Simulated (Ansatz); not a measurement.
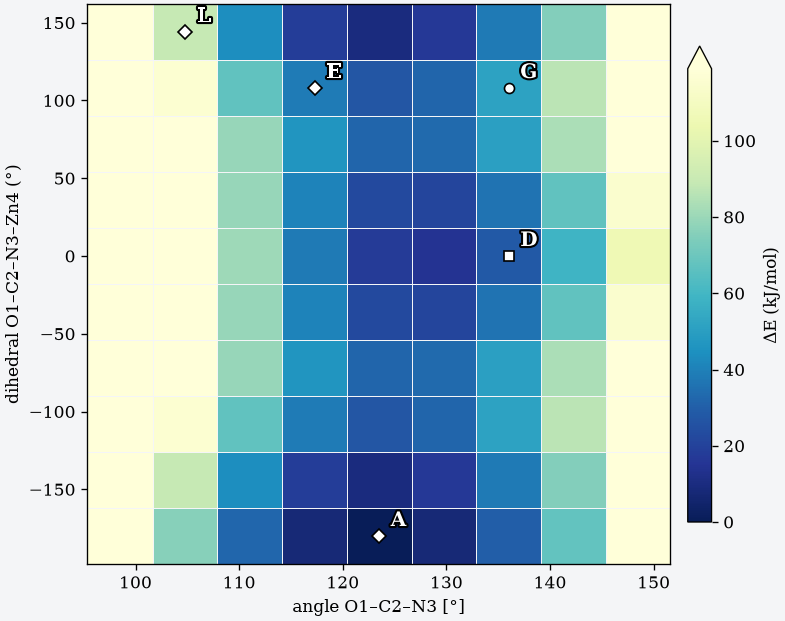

CH₃NOZn, SMILES OC=[N][ZnH]. 
- First axis: angle O1–C2–N3. Second axis: dihedral O1–C2–N3–Zn4.
- Nothing is relaxed (all other coordinates rigid).
- The grid has 9 × 10 points; 54 points were computed and 36 follow by symmetry.
- Points are written as (first, second).
- All energies are given in kJ/mol relative to the lowest grid point.
- The dihedral twists a double bond; near 90° a spin-restricted reference is unreliable.
- These are results of RKS B3LYP-D4/def2-TZVP (Ansatz), not measurements.

In the figure: one coloured cell a grid point, one colour for all values above the top of the scale, lettered points.

### Is A the lowest point of the computed grid?

Yes. A, at (123.5°, −180°), has the lowest energy of the grid.

### What kind of point is each of A, D, E, G, L: minimum, saddle, maximum or slope?

A: minimum; D: on a slope; E: on a slope; G: on a slope; L: on a slope. (In these two coordinates alone; a stationary point may lie a little off the grid point.)
